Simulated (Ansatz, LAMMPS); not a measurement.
**Elastic response of amorphous 42Ga2O3-58Al2O3 (mol %) (95 atoms)**

Aim: relax amorphous 42Ga2O3-58Al2O3 (mol %) (95 atoms), then change its volume and shape to read moduli from the stress.

Calculated with Ansatz 0.2.0; Kohn-Sham DFT, PBE, PAW (set soft_2), plane waves.

**1. The starting structure**

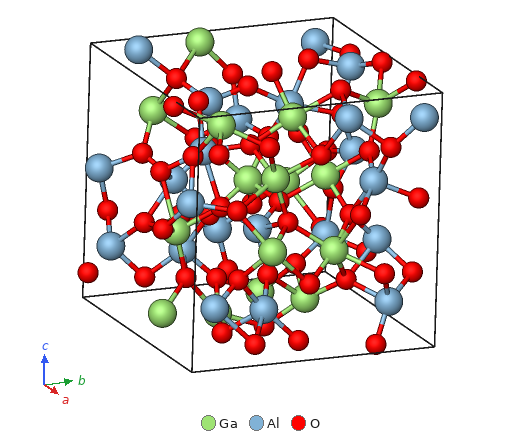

The starting structure, seen slightly off an axis (gallium green, aluminium light blue, oxygen red). Bonds to atoms that aren't drawn are left out. Some periodic images of atoms are drawn too.

The cell holds 95 atoms: 16 Ga, 22 Al and 57 O. Its edges and angles: a = 9.861 Å, b = 9.861 Å, c = 9.861 Å, α = 90.0°, β = 90.0°, γ = 90.0°. 95 atoms (16 Fe, 22 Al, 57 O) placed at random at 3.62 g/cm³, melted at 5000 K for 10 ps at fixed volume with the Morse and Coulomb pair potential with partial charges (Pedone, Malavasi, Menziani, Cormack and Segre, J. Phys. Chem. B 110, 11780 (2006)). Quenched from 5000 K to 300 K at 100 K/ps and fixed volume, held 10 ps at zero pressure, then minimised at fixed cell. Then Fe was replaced by Ga and the cell scaled by 1.006 (the potential has no terms for the new elements, so the cell is a start for a DFT relaxation).

Limits known from the start: The quench rate of 100 K/ps is orders of magnitude faster than experiment, which tends to freeze in extra defects. The network of bonds at the start is that of the classical potential that made the cell, and needn't be the one that DFT or experiment would give. Sampling is at Γ alone.

**2. Single point at the start**

A single point comes first, to see the forces before anything moves.

The input, input.yaml:

```yaml
crystal:
  lattice:
    - [9.86095, 0.0, 0.0]
    - [0.0, 9.86095, 0.0]
    - [0.0, 0.0, 9.86095]
  atoms:
    - { symbol: Ga, position: [0.79368, 0.41592, 0.65944] }
    - { symbol: Ga, position: [0.62177, 0.55777, 0.83701] }
    - { symbol: Ga, position: [0.02011, 0.4423, 0.96581] }
    - { symbol: Ga, position: [0.56867, 0.72635, 0.57529] }
    - { symbol: Ga, position: [0.33239, 0.57878, 0.06159] }
    - { symbol: Ga, position: [0.34091, 0.51108, 0.51143] }
    - { symbol: Ga, position: [0.13946, 0.75945, 0.42038] }
    - { symbol: Ga, position: [0.03093, 0.25335, 0.7184] }
    - { symbol: Ga, position: [0.51504, 0.32225, 0.05669] }
    - { symbol: Ga, position: [0.5157, 0.13989, 0.39933] }
    - { symbol: Ga, position: [0.63784, 0.90277, 0.861] }
    - { symbol: Ga, position: [0.95306, 0.3399, 0.42556] }
    - { symbol: Ga, position: [0.63597, 0.62545, 0.12112] }
    - { symbol: Ga, position: [0.85598, 0.63904, 0.37342] }
    - { symbol: Ga, position: [0.80041, 0.18192, 0.8947] }
    - { symbol: Ga, position: [0.61945, 0.04609, 0.1152] }
    - { symbol: Al, position: [0.06585, 0.58851, 0.66149] }
    - { symbol: Al, position: [0.11592, 0.14614, 0.99331] }
    - { symbol: Al, position: [0.84268, 0.79984, 0.62614] }
    - { symbol: Al, position: [0.62144, 0.42683, 0.41106] }
    - { symbol: Al, position: [0.18908, 0.02268, 0.255] }
    - { symbol: Al, position: [0.33079, 0.67783, 0.78878] }
    - { symbol: Al, position: [0.99944, 0.92883, 0.90943] }
    - { symbol: Al, position: [0.04672, 0.03041, 0.51933] }
    - { symbol: Al, position: [0.87708, 0.67393, 0.8945] }
    - { symbol: Al, position: [0.92179, 0.12263, 0.21561] }
    - { symbol: Al, position: [0.12587, 0.49023, 0.25719] }
    - { symbol: Al, position: [0.34527, 0.94165, 0.58611] }
    - { symbol: Al, position: [0.30934, 0.35356, 0.82679] }
    - { symbol: Al, position: [0.4129, 0.80595, 0.28886] }
    - { symbol: Al, position: [0.34059, 0.92115, 0.91694] }
    - { symbol: Al, position: [0.75686, 0.08526, 0.58335] }
    - { symbol: Al, position: [0.90239, 0.84968, 0.16479] }
    - { symbol: Al, position: [0.53501, 0.2329, 0.70955] }
    - { symbol: Al, position: [0.30647, 0.26621, 0.25126] }
    - { symbol: Al, position: [0.80578, 0.37886, 0.15225] }
    - { symbol: Al, position: [0.29097, 0.2267, 0.52691] }
    - { symbol: Al, position: [0.69599, 0.88868, 0.34543] }
    - { symbol: O, position: [0.17519, 0.90988, 0.53564] }
    - { symbol: O, position: [0.92693, 0.82747, 0.78102] }
    - { symbol: O, position: [0.54154, 0.50422, 0.99718] }
    - { symbol: O, position: [0.7524, 0.74015, 0.21861] }
    - { symbol: O, position: [0.72992, 0.75838, 0.46565] }
    - { symbol: O, position: [0.4197, 0.11306, 0.60743] }
    - { symbol: O, position: [0.38487, 0.33545, 0.4045] }
    - { symbol: O, position: [0.79513, 0.99308, 0.23505] }
    - { symbol: O, position: [0.32389, 0.35809, 0.6497] }
    - { symbol: O, position: [0.21571, 0.58825, 0.3723] }
    - { symbol: O, position: [0.30349, 0.51541, 0.86955] }
    - { symbol: O, position: [0.67887, 0.1255, 0.742] }
    - { symbol: O, position: [0.87716, 0.22293, 0.57586] }
    - { symbol: O, position: [0.75944, 0.00139, 0.97507] }
    - { symbol: O, position: [0.83616, 0.25583, 0.28983] }
    - { symbol: O, position: [0.13666, 0.53308, 0.09476] }
    - { symbol: O, position: [0.67832, 0.72722, 0.94335] }
    - { symbol: O, position: [0.1831, 0.98978, 0.91103] }
    - { symbol: O, position: [0.34784, 0.39078, 0.13827] }
    - { symbol: O, position: [0.98801, 0.789, 0.30531] }
    - { symbol: O, position: [0.14054, 0.3282, 0.33218] }
    - { symbol: O, position: [0.23152, 0.14718, 0.13357] }
    - { symbol: O, position: [0.65195, 0.02219, 0.45843] }
    - { symbol: O, position: [0.9515, 0.49797, 0.28362] }
    - { symbol: O, position: [0.54287, 0.91674, 0.24855] }
    - { symbol: O, position: [0.02592, 0.57907, 0.82824] }
    - { symbol: O, position: [0.88531, 0.34446, 0.81596] }
    - { symbol: O, position: [0.04091, 0.07324, 0.34702] }
    - { symbol: O, position: [0.42732, 0.82424, 0.47255] }
    - { symbol: O, position: [0.78678, 0.476, 0.47991] }
    - { symbol: O, position: [0.97214, 0.27023, 0.07475] }
    - { symbol: O, position: [0.62112, 0.38736, 0.74474] }
    - { symbol: O, position: [0.44053, 0.25063, 0.87631] }
    - { symbol: O, position: [0.3129, 0.10081, 0.37657] }
    - { symbol: O, position: [0.78291, 0.60658, 0.73067] }
    - { symbol: O, position: [0.37216, 0.87548, 0.74303] }
    - { symbol: O, position: [0.82972, 0.51524, 0.02344] }
    - { symbol: O, position: [0.03961, 0.42599, 0.59558] }
    - { symbol: O, position: [0.9505, 0.77994, 0.01742] }
    - { symbol: O, position: [0.14105, 0.16331, 0.59207] }
    [... 11 atom lines left out ...]
    - { symbol: O, position: [0.32942, 0.75083, 0.95937] }
    - { symbol: O, position: [0.61294, 0.27597, 0.50823] }
    - { symbol: O, position: [0.0109, 0.01419, 0.09837] }
    - { symbol: O, position: [0.23442, 0.63942, 0.63692] }
    - { symbol: O, position: [0.51372, 0.18773, 0.2101] }
    - { symbol: O, position: [0.67115, 0.85656, 0.68698] }
kpoints:
  mp_grid: { grid: [1, 1, 1] }
hamiltonian:
  xc: pbe
scf:
  occupations: { method: fixed }
output:
  forces: true
```

Started as:

```
$ ansatz run input.yaml --threads 4 --pin off --max-ram 8192MiB --backend cpu --events-out ev --progress --plain --runs-dir out
```

Numbers of over 12 decimals in the logs are rounded to 6 here.

The program printed:

```text
Engine: ansatz 0.2.0, x86_64-unknown-linux-gnu
Pseudopotentials: kind: paw
Pseudopotential: Ga, paw, valence charge 13, recommended cutoff 420 eV (normal), Ga.paw.azcp
Pseudopotential: Al, paw, valence charge 3, recommended cutoff 420 eV (normal), Al.paw.azcp
Pseudopotential: O, paw, valence charge 6, recommended cutoff 420 eV (normal), O.paw.azcp
[... 5 lines on functional and potentials left out ...]
Crystal: 95 atoms, lattice volume = 958.862 Å³
Basis set: ecut = 420 eV, 18805 PW (Γ), exchange–correlation on 144×144×144 points (8 copies of the dense FFT grid, shifted against one another)
Bands: 403, of which v1, the nominal top of the filled ones, is band 308 counted from 1 (307 counted from 0)
Symmetry: 1 space group operations
Space group: P1 (ITA 1), of the structure as read, at distance tolerance 9.9e-5 Å
k-points: 1
[... 7 lines on functional and potentials left out ...]
Initial density: superposition of atomic densities (neutral atoms: chi_scale 0, normalization atom), corrected by the library's trained network
Initial wavefunctions: pseudopotential atomic-orbital guess
Functional: x = pbe(κ = 0.804, μ = 0.219515), c = pbe(β = 0.066725)
SCF iter   1: F=—  HF=-104775.892373 eV  |F-HF|=—  |Δ(HF+E_count)|=         —  Δρ=2.62e-3  dr2=7.00e-2  ethr=1.77e-3  ⟨swp⟩=5.0  Hψ=1278  notcnv=0  defer=92
preconditioner: auto → Resta (q_TF=auto, 2.534 Å⁻¹)  ε∞=4.0  [insulator: Δε(μ)=2.688 eV  Ē_g=17.199 eV  n_scr=250 (ndim 8)  ℏωp=29.8 eV  f_vac=0.026  ε∞_Penn≈4.0]
SCF iter   2: F=—  HF=-104775.886913 eV  |F-HF|=—  |Δ(HF+E_count)|=   5.46e-3  Δρ=1.39e-3  dr2=1.55e-2  ethr=1.14e-5  ⟨swp⟩=2.0  Hψ=721  notcnv=0  defer=93
SCF iter   3: F=—  HF=-104775.889522 eV  |F-HF|=—  |Δ(HF+E_count)|=   2.61e-3  Δρ=5.76e-4  dr2=4.17e-3  ethr=2.52e-6  ⟨swp⟩=2.0  Hψ=490  notcnv=0  defer=93
SCF iter   4: F=—  HF=-104775.889737 eV  |F-HF|=—  |Δ(HF+E_count)|=   2.16e-4  Δρ=1.78e-4  dr2=2.89e-4  ethr=6.76e-7  ⟨swp⟩=2.0  Hψ=490  notcnv=0  defer=93
SCF iter   5: F=—  HF=-104775.889773 eV  |F-HF|=—  |Δ(HF+E_count)|=   3.56e-5  Δρ=1.05e-4  dr2=8.81e-5  ethr=4.69e-8  ⟨swp⟩=2.0  Hψ=614  notcnv=0  defer=89
SCF iter   6: F=—  HF=-104775.891124 eV  |F-HF|=—  |Δ(HF+E_count)|=   1.35e-3  Δρ=2.70e-5  dr2=6.89e-6  ethr=1.43e-8  ⟨swp⟩=2.0  Hψ=613  notcnv=0  defer=86
SCF iter   7: F=—  HF=-104775.891128 eV  |F-HF|=—  |Δ(HF+E_count)|=   3.67e-6  Δρ=1.36e-5  dr2=1.78e-6  ethr=1.12e-9  ⟨swp⟩=2.0  Hψ=617  notcnv=0  defer=86
SCF iter   8: F=—  HF=-104775.891129 eV  |F-HF|=—  |Δ(HF+E_count)|=   7.97e-7  Δρ=5.44e-6  dr2=3.10e-7  ethr=2.88e-10  ⟨swp⟩=2.0  Hψ=615  notcnv=0  defer=86
SCF iter   9: F=-104775.891129 eV  HF=-104775.891129 eV  |F-HF|=6.40e-9  |Δ(HF+E_count)|=   1.94e-7  Δρ=2.42e-6  dr2=5.76e-8  ethr=1.62e-11  ⟨swp⟩=4.0  Hψ=1186  notcnv=0
SCF 1 converged in 9 iterations: F = -104775.891129 eV  dr2 = 5.76e-8
  greatest PAW one-centre occupation: 0.998 electrons in one spin orbital (limit 2), on the Ga atom at site 14 (counted from 0), in its partial waves of l = 2
SCF converged after 9 iterations
Free energy (F): -104775.891129 eV
Harris-Foulkes:  -104775.891129 eV  (|F-HF|=6.40e-9)
Internal energy: -104775.891129 eV  (E = F + TS)
E sigma→0 (E₀):  -104775.891129 eV
Fermi energy:    7.345908 eV
--- Per-component energies (eV) ---
  E_band       = -659.056152
  E_kinetic    = 12568.846706
  E_local      = -57789.526105  (includes V_loc(G=0)·N_el)
  E_nonlocal   = 9892.182103
  E_hartree    = 25324.908655
  E_xc         = -6209.269497
  E_vxc        = -6972.407166  (∫ρ·V_xc dr)
  E_paw        = -51309.699264  (= ΣΔE_a)
  E_vpaw       = -9008.104780  (= ΣTr[D̂ρ^β])
  E_aug_tail   = 0.140839  (compensation charges beyond the density's cutoff)
  E_ewald      = -37253.474565
  E_smearing   = -0.000000  (= −TS)
  E_closure    = 0.000000  (closes the sum)
  Σ components = -104775.891129   (vs F -104775.891129, Δ=0.00e0)
--- Forces (eV/Å), atoms counted from 1 ---
  atom   1  Ga    -0.09787678     0.36547195     0.88315166
  atom   2  Ga    -0.06441149     0.30817544    -0.81883086
  atom   3  Ga    -0.41736941    -0.06645951     0.10745032
  atom   4  Ga    -0.85698848    -0.37118844     0.38750306
  atom   5  Ga    -0.12045885    -0.13433010    -0.58789321
  atom   6  Ga    -0.00148456    -0.29859218     0.05408669
  atom   7  Ga    -0.56529886     0.04099327    -0.53873996
  atom   8  Ga    -0.64379677     0.52034977    -0.20408589
  atom   9  Ga    -0.16637758     0.14137677    -0.52402274
  atom  10  Ga     0.44589842     0.46616146     0.36296138
  atom  11  Ga     0.00258948    -0.20660185     1.01037806
  atom  12  Ga     0.04057881     0.55669222    -0.12645427
  atom  13  Ga    -0.42410489     0.01068763     0.02867108
  atom  14  Ga     0.95545636    -0.19090359    -0.26844844
[...]
atom  94  O      0.24523110    -0.40443135    -0.43159448
  atom  95  O     -0.04011180     0.14330660    -0.91874069
  max |Σ_I F_I| component: 3.18e-5 eV/Å
```

Wall time 10 s (4 threads of Intel Xeon Platinum 8375C at 2.90GHz (Ice Lake), shared host); peak memory 1.4 GiB.

In the SCF lines HF is the Harris–Foulkes energy and dr2 the Hartree energy of the density residual, in eV; the loop may stop once dr2 is under the threshold and the program's other checks hold. Hψ counts applications of the Hamiltonian.

The r.m.s. force at the start is 0.60 eV/Å.

**3. Cell and atoms relaxed**

The cell is relaxed with the atoms, since the starting lattice needn't suit this functional.

The input, input.yaml:

```yaml
crystal:
  lattice:
    - [9.86095, 0.0, 0.0]
    - [0.0, 9.86095, 0.0]
    - [0.0, 0.0, 9.86095]
  atoms:
    [... the 95 atom lines of step 2 ...]
kpoints:
  mp_grid: { grid: [1, 1, 1] }
hamiltonian:
  xc: pbe
scf:
  occupations: { method: fixed }
output:
  forces: true
relax:
  f_tol: 0.05
  max_steps: 150
  cell: {}
```

The program printed:

```text
[...]
Crystal: 95 atoms, lattice volume = 958.862 Å³
Basis set: ecut = 420 eV, 18805 PW (Γ), exchange–correlation on 144×144×144 points (8 copies of the dense FFT grid, shifted against one another)
Bands: 403, of which v1, the nominal top of the filled ones, is band 308 counted from 1 (307 counted from 0)
Symmetry: 1 space group operations
[...]
k-points: 1
[...]
SCF iter   1: F=—  HF=-104775.892373 eV  |F-HF|=—  |Δ(HF+E_count)|=         —  Δρ=2.62e-3  dr2=7.00e-2  ethr=1.77e-3  ⟨swp⟩=5.0  Hψ=1278  notcnv=0  defer=92
[...]
SCF iter   8: F=—  HF=-104775.891129 eV  |F-HF|=—  |Δ(HF+E_count)|=   7.97e-7  Δρ=5.44e-6  dr2=3.10e-7  ethr=2.88e-10  ⟨swp⟩=2.0  Hψ=615  notcnv=0  defer=86
SCF iter   9: F=-104775.891129 eV  HF=-104775.891129 eV  |F-HF|=6.40e-9  |Δ(HF+E_count)|=   1.94e-7  Δρ=2.42e-6  dr2=5.75e-8  ethr=1.62e-11  ⟨swp⟩=4.0  Hψ=1186  notcnv=0
SCF 1 converged in 9 iterations: F = -104775.891129 eV  dr2 = 5.75e-8
[...]
relax step   1: F+E_penalty+E_count = -104775.89112915 eV  Δ(F+E_penalty+E_count) = +0.000e0 eV  max|allowed force component| = 2.168e0 eV/Å  Δτ_max = 0.0000 Å  P = +7.616 GPa  Ω = 958.862 Å³  (9 SCF iters, dr2 threshold 1.00e-7 eV, accepted)
[... from here on, the SCF cycles and remarks between the steps are left out ...]
relax step   2: F+E_penalty+E_count = -104778.04600720 eV  Δ(F+E_penalty+E_count) = -2.155e0 eV  max|allowed force component| = 9.947e-1 eV/Å  Δτ_max = 0.0843 Å  P = +3.571 GPa  Ω = 980.329 Å³  energy of the carried Pulay correction = -9.790e-2 eV  (8 SCF iters, dr2 threshold 9.50e-6 eV, accepted)
relax step   3: F+E_penalty+E_count = -104779.33915320 eV  Δ(F+E_penalty+E_count) = -1.293e0 eV  max|allowed force component| = 4.646e-1 eV/Å  Δτ_max = 0.1410 Å  P = -0.813 GPa  Ω = 1007.236 Å³  energy of the carried Pulay correction = -2.176e-1 eV  (8 SCF iters, dr2 threshold 9.50e-6 eV, accepted)
relax step   4: F+E_penalty+E_count = -104780.17629107 eV  Δ(F+E_penalty+E_count) = -8.371e-1 eV  max|allowed force component| = 3.041e-1 eV/Å  Δτ_max = 0.2000 Å  P = -0.297 GPa  Ω = 1015.657 Å³  energy of the carried Pulay correction = -2.544e-1 eV  (8 SCF iters, dr2 threshold 9.50e-6 eV, accepted)
relax step   5: F+E_penalty+E_count = -104780.42647104 eV  Δ(F+E_penalty+E_count) = -2.502e-1 eV  max|allowed force component| = 2.412e-1 eV/Å  Δτ_max = 0.2000 Å  P = +0.100 GPa  Ω = 1017.748 Å³  energy of the carried Pulay correction = -2.635e-1 eV  (8 SCF iters, dr2 threshold 5.78e-6 eV, accepted)
relax step   6: F+E_penalty+E_count = -104780.56942595 eV  Δ(F+E_penalty+E_count) = -1.430e-1 eV  max|allowed force component| = 1.320e-1 eV/Å  Δτ_max = 0.2000 Å  P = -0.012 GPa  Ω = 1021.484 Å³  energy of the carried Pulay correction = -2.797e-1 eV  (8 SCF iters, dr2 threshold 3.64e-6 eV, accepted)
relax step   7: F+E_penalty+E_count = -104780.58758469 eV  Δ(F+E_penalty+E_count) = -1.816e-2 eV  max|allowed force component| = 2.140e-1 eV/Å  Δτ_max = 0.2000 Å  P = -0.049 GPa  Ω = 1024.609 Å³  energy of the carried Pulay correction = -2.932e-1 eV  (9 SCF iters, dr2 threshold 1.09e-6 eV, accepted)
relax step   8: F+E_penalty+E_count = -104780.60983380 eV  Δ(F+E_penalty+E_count) = -2.225e-2 eV  max|allowed force component| = 1.645e-1 eV/Å  Δτ_max = 0.0383 Å  P = +0.099 GPa  Ω = 1023.460 Å³  energy of the carried Pulay correction = -2.882e-1 eV  (6 SCF iters, dr2 threshold 2.86e-6 eV, accepted)
relax step   9: F+E_penalty+E_count = -104780.64730642 eV  Δ(F+E_penalty+E_count) = -3.747e-2 eV  max|allowed force component| = 5.925e-2 eV/Å  Δτ_max = 0.1301 Å  P = -0.031 GPa  Ω = 1025.417 Å³  energy of the carried Pulay correction = -2.966e-1 eV  (8 SCF iters, dr2 threshold 1.69e-6 eV, accepted)
relax step  10: F+E_penalty+E_count = -104780.56136178 eV  Δ(F+E_penalty+E_count) = +8.594e-2 eV  max|allowed force component| = 6.303e-1 eV/Å  Δτ_max = 0.1775 Å  P = +0.108 GPa  Ω = 1026.490 Å³  energy of the carried Pulay correction = -3.013e-1 eV  (9 SCF iters, dr2 threshold 2.19e-7 eV, rejected (line search))
relax step  11: F+E_penalty+E_count = -104780.65554834 eV  Δ(F+E_penalty+E_count) = -8.242e-3 eV  max|allowed force component| = 3.636e-2 eV/Å  Δτ_max = 0.0366 Å  P = +0.011 GPa  Ω = 1025.084 Å³  energy of the carried Pulay correction = -2.952e-1 eV  (12 SCF iters, accepted)
relax step  12: F+E_penalty+E_count = -104781.10785560 eV  Δ(F+E_penalty+E_count) = -4.523e-1 eV  max|allowed force component| = 3.604e-2 eV/Å  Δτ_max = 0.0000 Å  P = +0.731 GPa  Ω = 1025.084 Å³  stress off target by 9.50e-1 GPa  SCF on the basis re-selected at this cell (its energy is not comparable with the rows above)  (9 SCF iters)
relax step  13: F+E_penalty+E_count = -104781.09664865 eV  Δ(F+E_penalty+E_count) = +1.121e-2 eV  max|allowed force component| = 4.418e-2 eV/Å  Δτ_max = 0.0400 Å  P = -0.001 GPa  Ω = 1031.880 Å³  energy of the carried Pulay correction = -3.135e-2 eV  (8 SCF iters, dr2 threshold 2.26e-6 eV, accepted)
relax step  14: F+E_penalty+E_count = -104781.12872950 eV  Δ(F+E_penalty+E_count) = -3.208e-2 eV  max|allowed force component| = 4.450e-2 eV/Å  Δτ_max = 0.0000 Å  P = +0.017 GPa  Ω = 1031.880 Å³  stress off target by 5.93e-2 GPa  SCF on the basis re-selected at this cell (its energy is not comparable with the rows above)  (7 SCF iters)
relax step  15: F+E_penalty+E_count = -104781.13328884 eV  Δ(F+E_penalty+E_count) = -4.559e-3 eV  max|allowed force component| = 1.570e-2 eV/Å  Δτ_max = 0.0208 Å  P = +0.014 GPa  Ω = 1031.450 Å³  energy of the carried Pulay correction = +1.899e-3 eV  (9 SCF iters, dr2 threshold 8.79e-9 eV, accepted)
relax step  16: F+E_penalty+E_count = -104781.13143337 eV  Δ(F+E_penalty+E_count) = +1.855e-3 eV  max|allowed force component| = 1.568e-2 eV/Å  Δτ_max = 0.0000 Å  P = +0.013 GPa  Ω = 1031.450 Å³  stress off target by 2.41e-2 GPa  SCF on the basis re-selected at this cell (its energy is not comparable with the rows above)  (5 SCF iters)
basis re-selected at this cell: Δ(F+E_penalty+E_count) = +1.855e-3 eV, ΔP = -0.001 GPa vs the last step (what re-selecting the basis moved, of the pressure what is left beyond the Pulay correction that the steps carried, after the strain that the cell walked since its last selection, [...]
SCF converged after 5 iterations
Free energy (F): -104781.131433 eV
[...]
Internal energy: -104781.131433 eV  (E = F + TS)
E sigma→0 (E₀):  -104781.131433 eV
Fermi energy:    6.499084 eV
[...]
Σ components = -104781.131433   (vs F -104781.131433, Δ=0.00e0)
--- Forces (eV/Å), atoms counted from 1 ---
  atom   1  Ga    -0.00424696    -0.00310570     0.00683374
  atom   2  Ga    -0.00433585     0.00264556     0.00918814
  atom   3  Ga     0.00415452     0.00165119     0.00531028
  atom   4  Ga    -0.01509080     0.00496726     0.00654097
[...]
atom  95  O      0.00922189    -0.00118713    -0.00740457
  max |Σ_I F_I| component: 6.71e-5 eV/Å
--- Stress (GPa, compression-positive) ---
        0.014286       0.002042       0.009724
        0.002054       0.012202       0.001282
        0.009731       0.001286       0.013401
  P = ⅓ Tr σ = 0.0133 GPa (0.133 kbar)
--- Relaxed structure (13 steps of the walk, 12 accepted, 3 SCFs on fresh bases) ---
  F+E_penalty+E_count = -104781.13143337 eV   max|allowed force component| = 1.568e-2 eV/Å   (the final SCF, on the basis selected at the relaxed cell)
  cell:  # Å, volume = 1031.4503 Å³
    - [10.201104, -0.078293, 0.097329]
    - [-0.078293, 10.161563, 0.171396]
    - [0.097329, 0.171396, 9.954834]
  atoms:
    - { symbol: Ga, position: [0.807129, 0.443966, 0.678418] }
    - { symbol: Ga, position: [0.622455, 0.568816, 0.840551] }
    - { symbol: Ga, position: [0.036633, 0.433866, 0.969703] }
    - { symbol: Ga, position: [0.565498, 0.728639, 0.573972] }
[...]
- { symbol: O, position: [0.674043, 0.863211, 0.694139] }
```

Run time: 2.8 min. Hardware: 4 threads; peak memory 1.4 GiB.

The relaxation converged after 13 steps, with a largest force component of 0.016 eV/Å.

[end of part 1 of 3]

[Logs are printed without paths, hosts, clocks, repeated set-up lines and the standing remarks that a program may print on its own settings, such as how far it seeks lower states.]

[Hosts, paths, dates, database ids (printed as entryN), source tags and the programs' standing remarks are cut or masked in the printed files.]
